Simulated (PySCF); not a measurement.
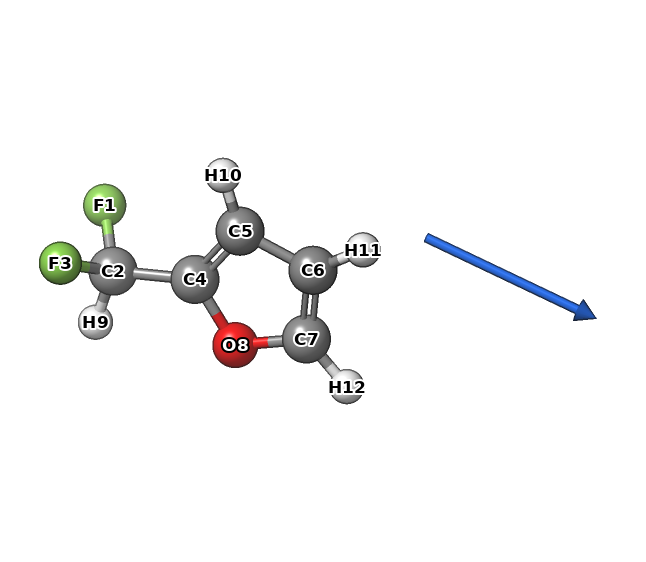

The arrow beside the molecule shows the direction of the dipole moment, from the negative to the positive end (its length means nothing). Computed geometry: GFN2-xTB optimisation. No frequency run is at hand to confirm it as a minimum. Properties computed with PBE0/pcSseg-1, gas phase (PySCF 2.14.0).

Q: Estimate the dipole moment.

A: 2.40 D; it points from the side of F1, F3 to the side of H12 (the outermost atoms at the two ends).
